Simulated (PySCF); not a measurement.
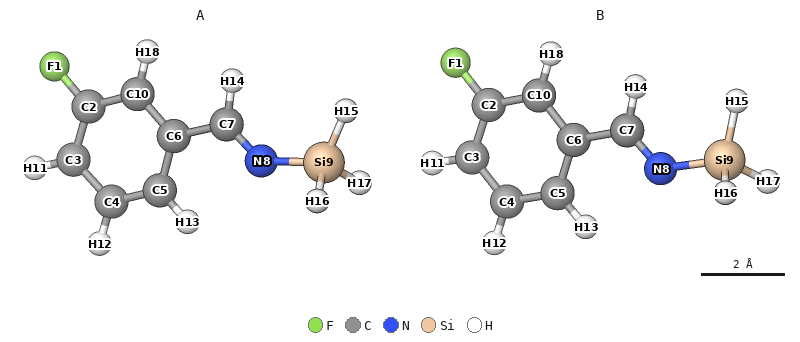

Two geometries of C$_{7}$H$_{8}$FNSi, drawn at one scale. One is the start of a relaxation, the other its converged end. The picture is a ball-and-stick view, seen at a tilt.

Theory: PBE0-D3(BJ)/def2-SVP geometry optimisation, gas phase (PySCF). 

Question: Which one is relaxed?

Answer: Structure B is the relaxed one. The start comes from GFN2-xTB. Its atoms were then displaced at random by about 0.01 Å. H15 moves most after the best rigid fit: 0.37 Å. Largest moves by element: H 0.37 Å, N 0.19 Å, C 0.15 Å, F 0.13 Å, Si 0.06 Å. Some distances before and after: N8–Si9 1.698 → 1.748 Å, Si9–H15 1.455 → 1.503 Å, C4–C5 1.344 → 1.389 Å, Si9–H16 1.447 → 1.492 Å. Bond angles that change, for instance: C7–N8–Si9 135.4° → 125.3°, N8–Si9–H17 102.5° → 108.4°, N8–Si9–H15 117.2° → 112.3°. Over 10 geometry steps the energy falls by 6.31 kcal/mol. The run took 3.1 min on 1 thread of Arm Neoverse V1 (shared host).
